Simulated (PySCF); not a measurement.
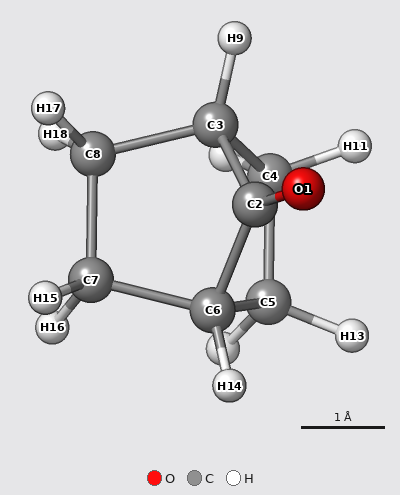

**Figure 1.** The structure (ball-and-stick view, seen at a tilt; atoms are numbered from 1 in the order of the input). Bond lengths as drawn: C–C 1.53 to 1.56 Å, C–H 1.10 Å and C–O 1.20 Å.

# Two runs on C7H10O

System: C7H10O.
Method of run A: GIAO PBE0/pcSseg-1 NMR shielding, non-relativistic, IEF-PCM tetrahydrofuran (PySCF 2.14.0).

The geometry comes from this level: PBE0-D3(BJ)/def2-SVP. Text and figures count atoms from 1; the logs count them from 0 in places.

## Input, run A
```
{"job": {"kind": "nmr", "xc": "PBE0", "basis": "pcSseg-1", "solvent": "tetrahydrofuran", "pop": true}, "charge": 0, "multiplicity": 1}
O      0.799074     0.013259    -2.554264
C      0.571212     0.019802    -1.378549
C      0.415769     1.175531    -0.391506
C     -0.968129     0.841295     0.186545
C     -1.009225    -0.719143     0.187025
C      0.355315    -1.125117    -0.389284
C      1.442100    -0.782255     0.641032
C      1.483538     0.778251     0.638857
H      0.520319     2.178698    -0.821665
H     -1.093315     1.267506     1.193544
H     -1.766235     1.257740    -0.446267
H     -1.158800    -1.137102     1.194046
H     -1.827614    -1.093154    -0.445920
H      0.409248    -2.132071    -0.819726
H      2.412414    -1.203924     0.340393
H      1.199387    -1.196461     1.631311
H      2.474652     1.146598     0.336225
H      1.264281     1.207960     1.628106
```

The first line tells a small driver script what to run in PySCF; the rest is the geometry in Å.

Launched with:
```bash
OMP_NUM_THREADS=1 python <driver script> task.json out
```

Hardware: 1 CPU thread, shared host.

## Output (run A)
```
coarse grid: 14888 points
cycle   1  E = -347.3683887759  dE =  1.207e+00  |g| = 7.378e-01  |ddm| = 3.798e+00
cycle   2  E = -347.1507492111  dE =  2.176e-01  |g| = 1.327e+00  |ddm| = 1.643e+00
cycle   3  E = -347.4711568657  dE = -3.204e-01  |g| = 1.580e-01  |ddm| = 1.160e+00
cycle   4  E = -347.4765859873  dE = -5.429e-03  |g| = 5.466e-02  |ddm| = 1.798e-01
cycle   5  E = -347.4772525440  dE = -6.666e-04  |g| = 7.540e-03  |ddm| = 5.492e-02
cycle   6  E = -347.4772639539  dE = -1.141e-05  |g| = 2.341e-03  |ddm| = 8.630e-03
cycle   7  E = -347.4772650498  dE = -1.096e-06  |g| = 6.226e-04  |ddm| = 2.788e-03
final grid: 143384 points
cycle   8  E = -347.5377321975  dE = -3.397e-05  |g| = 1.358e-02  |ddm| = 4.553e-02
cycle   9  E = -347.5376417317  dE =  9.047e-05  |g| = 2.560e-02  |ddm| = 2.960e-02
cycle  10  E = -347.5377709253  dE = -1.292e-04  |g| = 2.108e-03  |ddm| = 1.957e-02
cycle  11  E = -347.5377718614  dE = -9.361e-07  |g| = 2.527e-04  |ddm| = 1.651e-03
cycle  12  E = -347.5377718745  dE = -1.306e-08  |g| = 5.193e-05  |ddm| = 3.207e-04
cycle  13  E = -347.5377718750  dE = -5.494e-10  |g| = 1.403e-05  |ddm| = 7.830e-05
converged SCF energy = -347.5377718750

GIAO shielding tensors (ppm)
atom      isotropic    diamagn.    paramagn.     s11        s22        s33       span
  0 O     -248.502     399.336    -647.838   -767.192   -324.792    346.479   1113.671
  1 C      -40.599     250.934    -291.533   -112.345    -72.502     63.051    175.397
  2 C      144.243     250.071    -105.827    126.267    132.233    174.230     47.962
  3 C      158.373     245.706     -87.333    149.361    156.534    169.224     19.863
  4 C      158.483     245.603     -87.120    149.465    156.685    169.298     19.833
  5 C      144.202     249.571    -105.369    126.194    132.186    174.226     48.033
  6 C      158.560     246.422     -87.862    149.319    156.962    169.399     20.081
  7 C      158.546     246.502     -87.956    149.321    156.965    169.352     20.031
  8 H       29.789      31.242      -1.453     26.020     27.208     36.138     10.118
  9 H       29.790      29.218       0.572     26.517     27.020     35.833      9.316
 10 H       29.401      29.288       0.114     24.608     26.849     36.747     12.139
 11 H       29.792      29.228       0.564     26.515     27.019     35.843      9.328
 12 H       29.410      29.309       0.101     24.617     26.851     36.763     12.146
 13 H       29.791      31.207      -1.416     26.024     27.210     36.139     10.115
 14 H       29.423      28.917       0.506     24.639     26.852     36.779     12.139
 15 H       29.797      28.923       0.874     26.522     27.016     35.853      9.330
 16 H       29.427      28.901       0.526     24.642     26.855     36.784     12.142
 17 H       29.795      28.905       0.891     26.518     27.013     35.855      9.337
```

The input of run B differs as follows (lines with − go, lines with + come):
```diff
-"solvent": "tetrahydrofuran"
-"pop": true
+"solvent": "water"
+"pop": false
```

Predict how the results change.

The total energy of run B is 0.8 kcal/mol lower: the change of the electrostatic solvation energy at this fixed geometry, without cavity or dispersion terms. The dipole moment goes from 3.74 to 3.92 D. Of all shieldings, the largest change is that of O1, by +8.0 ppm. The number of SCF iterations is the same.

## Output (run B)
```
coarse grid: 14888 points
cycle   1  E = -347.3711343899  dE =  1.205e+00  |g| = 7.352e-01  |ddm| = 3.799e+00
cycle   2  E = -347.1635339568  dE =  2.076e-01  |g| = 1.306e+00  |ddm| = 1.593e+00
cycle   3  E = -347.4728042587  dE = -3.093e-01  |g| = 1.542e-01  |ddm| = 1.118e+00
cycle   4  E = -347.4779646479  dE = -5.160e-03  |g| = 5.315e-02  |ddm| = 1.743e-01
cycle   5  E = -347.4785969103  dE = -6.323e-04  |g| = 7.191e-03  |ddm| = 5.291e-02
cycle   6  E = -347.4786073362  dE = -1.043e-05  |g| = 2.224e-03  |ddm| = 7.972e-03
cycle   7  E = -347.4786083173  dE = -9.811e-07  |g| = 5.799e-04  |ddm| = 2.538e-03
final grid: 143384 points
cycle   8  E = -347.5390680463  dE = -3.452e-05  |g| = 1.347e-02  |ddm| = 4.551e-02
cycle   9  E = -347.5389820001  dE =  8.605e-05  |g| = 2.510e-02  |ddm| = 2.910e-02
cycle  10  E = -347.5391062820  dE = -1.243e-04  |g| = 2.073e-03  |ddm| = 1.908e-02
cycle  11  E = -347.5391071884  dE = -9.064e-07  |g| = 2.495e-04  |ddm| = 1.614e-03
cycle  12  E = -347.5391072011  dE = -1.268e-08  |g| = 4.937e-05  |ddm| = 3.029e-04
cycle  13  E = -347.5391072015  dE = -4.966e-10  |g| = 1.342e-05  |ddm| = 7.340e-05
converged SCF energy = -347.5391072015

GIAO shielding tensors (ppm)
atom      isotropic    diamagn.    paramagn.     s11        s22        s33       span
  0 O     -240.514     399.738    -640.252   -751.868   -316.624    346.949   1098.818
  1 C      -42.296     251.081    -293.377   -112.207    -77.847     63.166    175.373
  2 C      144.013     250.081    -106.068    125.591    132.162    174.287     48.696
  3 C      158.523     245.747     -87.224    149.660    156.545    169.366     19.706
  4 C      158.634     245.644     -87.010    149.764    156.696    169.441     19.678
  5 C      143.971     249.584    -105.613    125.517    132.113    174.282     48.765
  6 C      158.712     246.442     -87.730    149.617    156.976    169.544     19.926
  7 C      158.698     246.522     -87.824    149.620    156.979    169.496     19.876
  8 H       29.778      31.237      -1.459     26.032     27.187     36.116     10.084
  9 H       29.739      29.177       0.561     26.470     26.953     35.794      9.324
 10 H       29.396      29.287       0.109     24.606     26.837     36.747     12.141
 11 H       29.741      29.188       0.553     26.468     26.952     35.804      9.336
 12 H       29.405      29.309       0.097     24.615     26.839     36.762     12.147
 13 H       29.781      31.203      -1.422     26.036     27.190     36.116     10.081
 14 H       29.419      28.908       0.510     24.638     26.840     36.778     12.140
 15 H       29.746      28.878       0.868     26.475     26.949     35.814      9.339
 16 H       29.422      28.892       0.531     24.640     26.843     36.783     12.143
 17 H       29.744      28.859       0.885     26.470     26.946     35.816      9.346
```

## The two runs side by side

| quantity | run A | run B |
| --- | --- | --- |
| outcome | converged | converged |
| total energy (hartree) | −347.537772 | −347.539107 |
| HOMO (eV) | −6.87 | −6.90 |
| LUMO (eV) | −0.33 | −0.35 |
| dipole moment (D) | 3.74 | 3.92 |
| shielding of O1 (ppm) | −248.5 | −240.5 |
| shielding of C2 (ppm) | −40.6 | −42.3 |
| shielding of C3 (ppm) | 144.2 | 144.0 |
| shielding of C5 (ppm) | 158.5 | 158.6 |
| shielding of C6 (ppm) | 144.2 | 144.0 |
| shielding of C7 (ppm) | 158.6 | 158.7 |
| shielding of C8 (ppm) | 158.5 | 158.7 |
| SCF iterations | 13 | 13 |
| basis functions | 186 | 186 |
| wall time (shared host) | 43 s | 40 s |
